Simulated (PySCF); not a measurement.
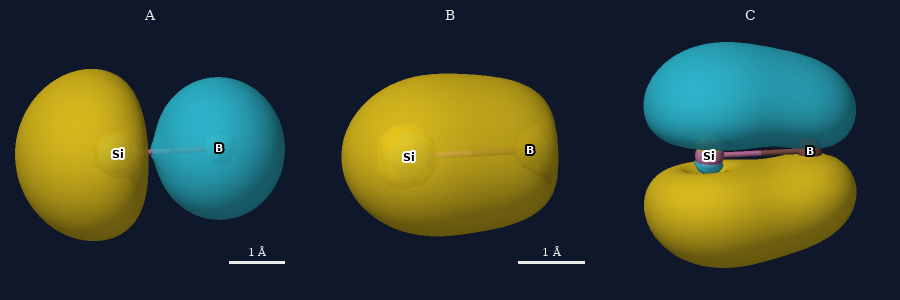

Figure. SiB (quartet). Three frontier β-spin orbitals, each drawn at the value that holds 80 % of its norm (yellow and cyan are the two phases), in no order; of a degenerate pair one member is drawn.

Method: PBE0/cc-pVDZ(-PP), non-relativistic Hamiltonian with scalar-relativistic core potentials where named, at a bond length of 1.920 Å in PySCF.

**Name the orbitals and rank them from lowest to highest energy.**

Orbital B: σ, occupied in this spin, −13.28 eV; shared between the atoms (Si 60 %, B 40 %).
Orbital A: σ, occupied in this spin, −8.04 eV; shared between the atoms (Si 70 %, B 30 %).
Orbital C: π, empty in this spin, −3.24 eV; bonding, with no node between the atoms.
